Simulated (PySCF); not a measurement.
Input

```
{"job": {"kind": "sp", "xc": "wB97X", "basis": "def2-TZVP", "d3": "d3bj", "grid": 2}, "charge": 0, "multiplicity": 1}
F     -0.698047     1.581184    -0.008779
Ga     0.007050     0.004186    -0.010283
F      1.724217    -0.186226    -0.003283
F     -1.012752    -1.389598    -0.023363
```

Command:

```sh
OMP_NUM_THREADS=1 python redox_run.py task.json out
```

Geometry: PBE0-D3(BJ)/def2-SVP.

Method: PySCF 2.14.0, density-fitted response routines, DFT single point, gas phase, functional wB97X.

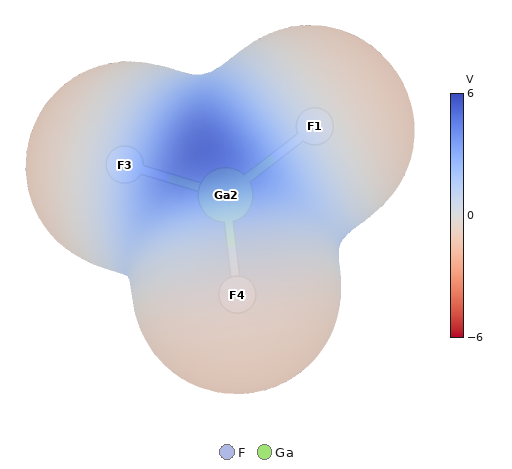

F3Ga (SMILES [F][Ga]([F])[F]). The molecular electrostatic potential painted on the density surface at 0.002 e/bohr³, seen at a tilt; the colour scale runs from red (negative) to blue (positive).

Where is the surface potential most negative and most positive?

The most negative region (about −0.8 V) lies over F1, F3 and F4, the most positive (about +5.2 V) over Ga2.

How polar is the molecule by this calculation?

Its dipole moment is 0.03 D.
